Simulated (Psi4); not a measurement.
## Al2H6O2 (SMILES [OH+]1[AlH2-][OH+][AlH2-]1): methods side by side

Al2H6O2 has 10 atoms, charge 0, and is taken as a singlet. SMILES: `[OH+]1[AlH2-][OH+][AlH2-]1`. The shape was relaxed beforehand at PBE0/def2-TZVP.

Quantity: the HOMO–LUMO gap, in eV. The values are calculated.

| level | kind | program | value (eV) | CPU time |
| --- | --- | --- | --- | --- |
| PBE-D4/def2-TZVPP (density fitting) | GGA | Psi4 | 5.18 | 2 min |
| r2SCAN-D4/def2-TZVPP (density fitting) | meta-GGA | Psi4 | 6.00 | 6.6 min |
| B3LYP-D4/def2-TZVPP (density fitting) | global hybrid | Psi4 | 6.86 | 1.7 min |
| PBE0-D4/def2-TZVPP (density fitting) | global hybrid | Psi4 | 7.28 | 93 s |
| wB97M-V/def2-TZVPP (density fitting) | range-separated hybrid | Psi4 | 11.04 | 6.2 min |

The values span 5.18 to 11.04 eV. Orbital gaps aren't excitation energies; they tend to grow with the share of exact exchange. CPU times are rough (shared hosts, several kinds of processor and program).

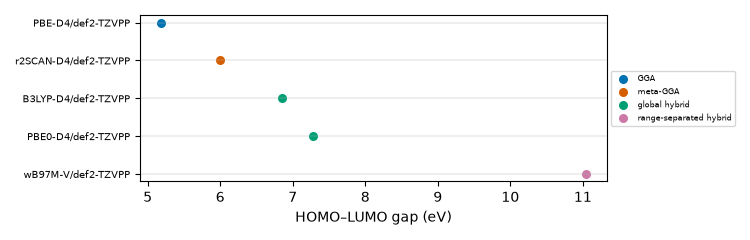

The values of the table, level by level.
